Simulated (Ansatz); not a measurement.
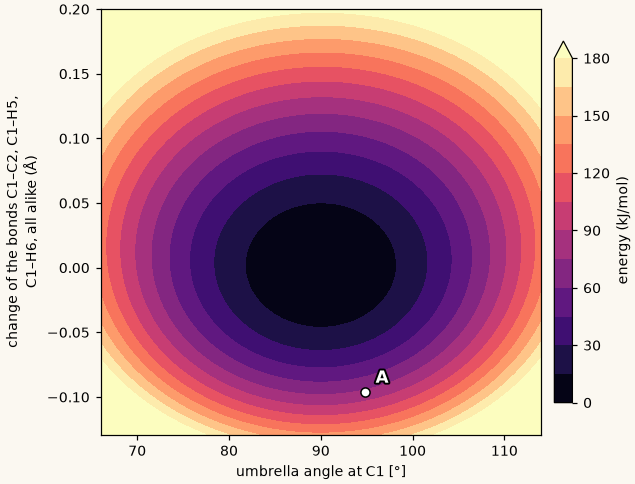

C₂H₄ClSb, SMILES C=[CH][SbH][Cl]. First axis: umbrella angle at C1 (between each of its bonds and their common axis; 90 is planar). Second axis: change of the bonds C1–C2, C1–H5, C1–H6, all alike. Nothing is relaxed (all other coordinates rigid). Grid: 11 × 11 points. Points are written as (first, second). Energies are in kJ/mol, from the relaxed molecule at the same level. Computed with RKS PBE0-D4/def2-SVP in Ansatz.

Drawn: filled contours, one colour for all values above the top of the scale, the point A. Between grid points the surface is interpolated.

> Which way does the force act at A, and how strong is it?

A, at (94.8°, −0.096 Å), is not a stationary point. The computed force is 2.5 kJ/mol for each degree towards smaller values of the first coordinate and 1600 kJ/mol for each Å towards larger values of the second coordinate.
